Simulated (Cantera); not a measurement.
Input: 1 mol Cu, 17 mol HF, 13 mol H2, held at 16.0 Pa.

Equilibrium computed with Cantera from the NASA thermochemical tables; the gas is ideal and each condensed phase is pure. Candidate condensed phases: Cu, CuF2; 15 gas species. Rates play no part.

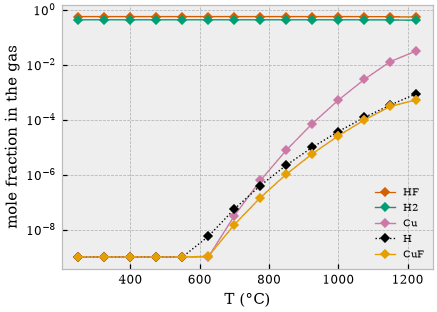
Figure. Equilibrium gas composition (values under 1e-9 drawn at 1e-9)

From 250 °C to 1075 °C the condensed part is Cu(s). At 1150 °C the condensed part is Cu(l). At 1225 °C nothing is condensed.
